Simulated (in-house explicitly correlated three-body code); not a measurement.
Two electrons around a point charge Z = 11.6. Computed variationally in 260 exponentially correlated functions with an in-house code, non-relativistic, converged to about 10⁻⁸ of the energy. Wanted, and plotted below: the exact exchange and correlation potentials of the ground state, from inverting its density, with the radial density dashed.

The exchange potential, minus half the Hartree potential for two paired electrons, rises from −11.04 hartree at 0.017 bohr to −2.62 at 0.38 bohr, tending to −1/r far out. The correlation potential is −0.033 hartree at the inner end, crosses zero near 0.049 bohr and has a positive maximum of 0.021 hartree near 0.10 bohr; the density peaks at 0.088 bohr. The LDA correlation potential, by contrast, is negative everywhere. The Kohn-Sham level equals minus the binding of the second electron, −1638 eV.

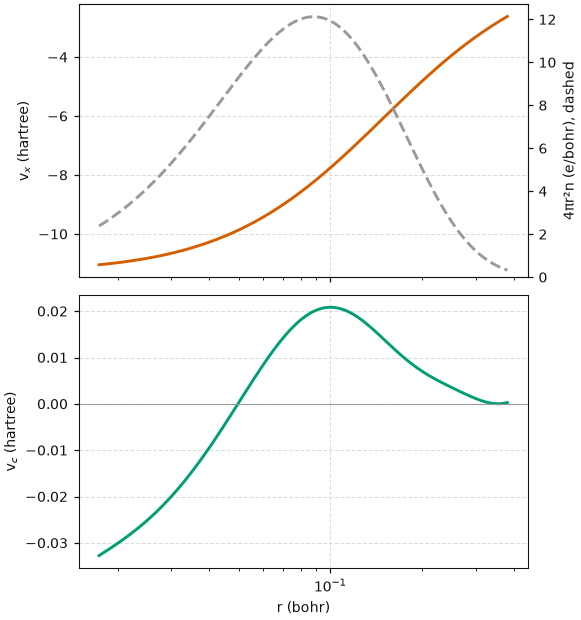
